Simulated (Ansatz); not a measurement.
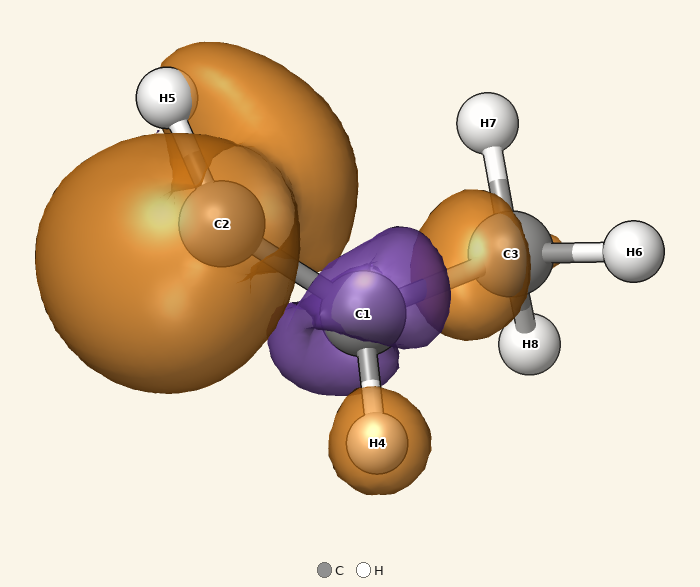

C3H5 (doublet). Isosurfaces of the spin density (α minus β) at +0.03 (orange) and −0.03 e/Å³ (purple), seen at a tilt.

The product side of a reaction path; geometry: PBE0-D4/def2-TZVP.

Level of theory: Ansatz, UKS PBE0-D4/def2-TZVPP.

```xyz
8

C    -0.6320   -0.2889    0.1802
C    -1.4840    0.4031   -0.5258
C     0.8581   -0.0941    0.1822
H    -1.0103   -1.0797    0.8298
H    -1.4654    1.2165   -1.2370
H     1.2115    0.1418    1.1902
H     1.1581    0.7129   -0.4870
H     1.3639   -1.0116   -0.1324
```

Which atoms carry the spin?

The unpaired spin (1 electron) lies mostly on C2 (about 0.8), in electrons by Hirshfeld's partition.
